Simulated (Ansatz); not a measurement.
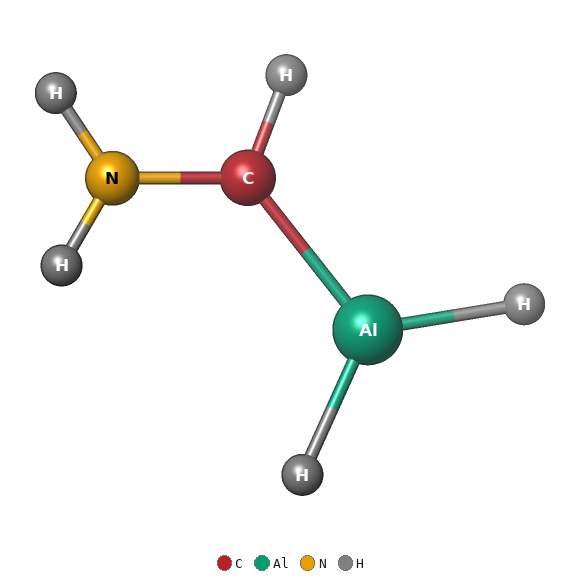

All atoms lie in one plane, which faces the viewer. The species is neutral and a spin doublet. The computed structure is the end point of a PBE-D4/def2-SVP optimisation. No frequency run is at hand to confirm it as a minimum.

List the symmetry elements and name the point group.

Answer. It has 1 mirror plane, so the point group is Cs. The group has 2 operations. The geometry is achiral, and symmetry allows a dipole moment.
